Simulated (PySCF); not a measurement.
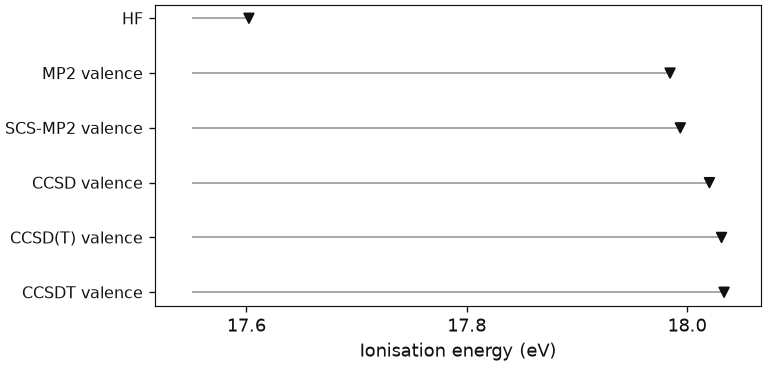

The ionisation energy of an atom or ion with 52 electrons in the configuration [Kr] 4d¹⁰ 5s² 5p⁴ by several methods. PySCF, aug-cc-pVDZ-PP with a 28-electron core potential, unrestricted single determinants, no spin-orbit coupling. Methods marked “valence” freeze 18 core electrons.

Q: Which atom or ion is it?

A: I⁺ (iodine, Z = 53). The values run from 17.602 eV (HF) to 18.034 eV (CCSDT valence). The measured value is 19.131 eV, off the plot; all methods lie below it by about 1.2 eV, far more than they differ, so the miss comes from what they share: spin-orbit coupling is left out, as are Breit and QED terms.

Limits of the model: spin-orbit shift not estimated.
